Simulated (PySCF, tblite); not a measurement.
**C₄H₁₁FSi₂: geometry, infrared bands and NMR shifts**

Wanted: the infrared bands and NMR shifts of C₄H₁₁FSi₂ (`C=C(F)C[Si@@H](C)[SiH3]`), by calculation.

Programs: tblite 0.8.0 and PySCF 2.14.0, with density-fitted response routines of our own. Each step states its level of theory. These are calculated values for one molecule in the gas phase, unless marked as measured. Atoms are numbered from 0 throughout.

**1. The molecule as given**

18 atoms, charge 0, multiplicity 1; geometry from: force field or distance geometry start.

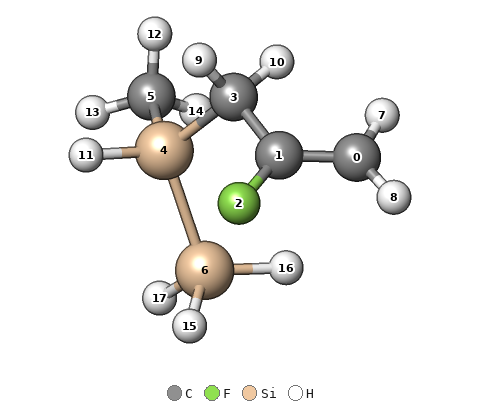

The starting geometry (carbon grey, fluorine green, silicon light orange, hydrogen white), atoms numbered; sticks join atoms by distance.

**2. Geometry optimisation with GFN2-xTB**

What the job is given:

```
{"job": {"kind": "relax", "xc": "GFN2-xTB", "basis": "xTB"}, "charge": 0, "multiplicity": 1}
C      2.484300    -1.191000    -0.194000
C      1.719100    -0.545200     0.683300
F      1.488700    -1.028600     1.937900
C      1.104500     0.777800     0.304900
Si    -0.736700     0.643000     0.437900
C     -1.537200     1.719800    -0.862700
Si    -1.505900    -1.427800     0.091900
H      2.603900    -0.690700    -1.165200
H      2.963500    -2.142600    -0.005700
H      1.441500     1.537200     1.028700
H      1.451000     1.017100    -0.726800
H     -1.211700     1.138000     1.747300
H     -0.898000     2.605000    -0.971700
H     -2.556500     1.991400    -0.486700
H     -1.636700     1.219400    -1.842300
H     -1.356500    -2.252800     1.300000
H     -0.869000    -2.000000    -1.083100
H     -2.957100    -1.363600    -0.205200
```

Launch:

```sh
> OMP_NUM_THREADS=1 python probes_run.py task.json out
```

This one command runs all jobs of the session in turn.

**Question.** This job is followed by: GFN2-xTB harmonic vibrations, gas phase; GIAO PBE0/pcSseg-1 NMR shielding, non-relativistic, gas phase. What will the session give for the following? strongest single infrared mode (GFN2-xTB); zero-point energy (GFN2-xTB); 13C shifts against TMS (PBE0/pcSseg-1); 1H shifts against TMS (PBE0/pcSseg-1, means over atoms taken as alike); 19F shifts against CFCl3 (PBE0/pcSseg-1); 29Si shifts against TMS (PBE0/pcSseg-1); surface potential, least and greatest.

**Answer**, as computed:

| quantity | value |
| --- | --- |
| strongest single infrared mode (GFN2-xTB) | 778 cm⁻¹, 481 km/mol |
| zero-point energy (GFN2-xTB) | 81.5 kcal/mol |
| 13C shifts against TMS (PBE0/pcSseg-1) | 177.4, 92.1, 24.4, -4.2 ppm |
| 1H shifts against TMS (PBE0/pcSseg-1, means over atoms taken as alike) | 4.61, 4.60, 4.28, 3.35, 2.11, 1.65, 0.24 ppm |
| 19F shifts against CFCl3 (PBE0/pcSseg-1) | -85.2 ppm |
| 29Si shifts against TMS (PBE0/pcSseg-1) | -38.2, -118.5 ppm |
| surface potential, least and greatest | -0.90 V and 1.03 V |

**Reading.** The optimisation took 154 steps and gained 0.482 eV; among the close pairs (by a distance rule), Si4–Si6 changed most, from 2.236 to 2.320 Å. All 48 modes are real, so the xTB geometry is a minimum. Unscaled tight-binding wavenumbers are off by several per cent, some by more. Its intensities can rank the bands wrongly. At PBE0/pcSseg-1: The largest span, 188 ppm, is at F2, where the paramagnetic term is -221 ppm.
